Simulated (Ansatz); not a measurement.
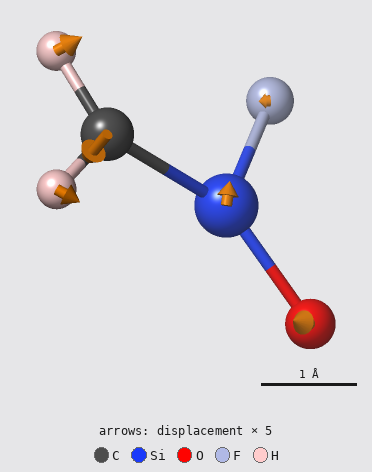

This is a relaxation of CH₂FOSi (charge −1). The starting structure is drawn; orange arrows show the displacements, magnified 5 times. The two geometries are superimposed by the best rigid fit.

Style: ball-and-stick. Shown from a free direction.

Theory: RKS PBE0-D4/def2-TZVPD in Ansatz 0.2.0.

The input:
```yaml
crystal:
  periodic: [false, false, false]
  atoms:
    - {symbol: C, position_ang: [-0.211190, 0.923390, -0.267840]}
    - {symbol: Si, position_ang: [0.301130, -0.657040, 0.326500]}
    - {symbol: O, position_ang: [1.134590, -1.276440, 1.448040]}
    - {symbol: F, position_ang: [-0.145520, -1.810350, -0.811330]}
    - {symbol: H, position_ang: [-0.141480, 1.798110, 0.367890]}
    - {symbol: H, position_ang: [-0.937540, 1.022340, -1.063250]}
basis:
  gaussian: {orbitals: def2-TZVPD}
total_charge: -1
hamiltonian: {xc: pbe0, dispersion: d4}
relax: {f_tol: 0.005, max_steps: 200}
```

Atoms of which element are displaced furthest, and by how much?

Answer. Carbon: up to 0.11 Å, against 0.07 Å for hydrogen.

What happened in the run?

Answer. The largest move after the best rigid fit is that of C1, 0.11 Å. Largest moves by element: C 0.11 Å, H 0.07 Å, O 0.07 Å, Si 0.05 Å, F 0.02 Å. Some distances before and after: Si2–F4 1.681 → 1.631 Å, C1–Si2 1.765 → 1.720 Å, Si2–O3 1.528 → 1.541 Å. Among the angles between lasting bonds that change: C1–Si2–O3 140.2° → 135.7°, H5–C1–H6 113.6° → 116.9°, O3–Si2–F4 111.3° → 114.3°. After 7 accepted moves (8 points after the start) the energy has fallen by 2.29 kcal/mol. The largest force component goes from 1.9 to 0.0013 eV/Å. The line search rejected the trial step at point 4 of the run.
